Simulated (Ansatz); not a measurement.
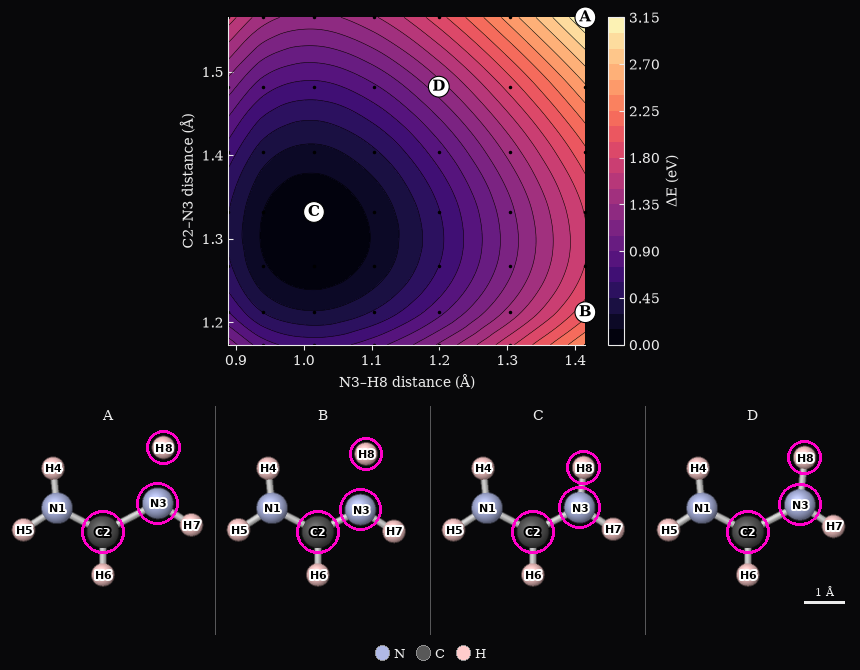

Energy scan for CH$_{5}$N$_{2}$ (charge +1), in which the N3–H8 distance and the C2–N3 distance are varied on a grid, with the rest of the molecule carried along rigidly. The map is interpolated between the computed points (dots). The lettered frames are marked on it. Style: ball-and-stick. Shown face on. The ringed atoms are those of the scanned coordinates.

Level of theory: PBE0-D4 (def2-TZVPP, Ansatz), on geometries moved rigidly from the minimum at PBE0-D4/def2-TZVP. Energies are counted from the PBE0-D4/def2-TZVP minimum geometry at the same level.

Q: What does the map show?

A: In pairs of (N3–H8 distance (Å); C2–N3 distance (Å)): the lowest computed point lies at (1.015, 1.332) (0.024 eV), the highest at (1.415, 1.565) (3.142 eV).  Over the ranges scanned the energy rises more along the first axis, the N3–H8 distance. The frames lie at A (1.415, 1.565): 3.142 eV, B (1.415, 1.212): 2.045 eV, C (1.015, 1.332): 0.024 eV, D (1.199, 1.482): 1.285 eV.

The computed points:

Rows: N3–H8 distance (Å); columns: C2–N3 distance (Å); values in eV.

```csv
,1.173,1.212,1.267,1.332,1.404,1.482,1.565
0.889,1.135,0.755,0.481,0.453,0.680,1.121,1.722
0.940,0.825,0.446,0.175,0.150,0.379,0.821,1.422
1.015,0.687,0.312,0.045,0.024,0.256,0.701,1.303
1.103,0.836,0.466,0.206,0.190,0.426,0.874,1.479
1.199,1.219,0.855,0.601,0.591,0.833,1.285,1.892
1.304,1.766,1.408,1.163,1.161,1.408,1.865,2.475
1.415,2.395,2.045,1.808,1.814,2.068,2.529,3.142
```
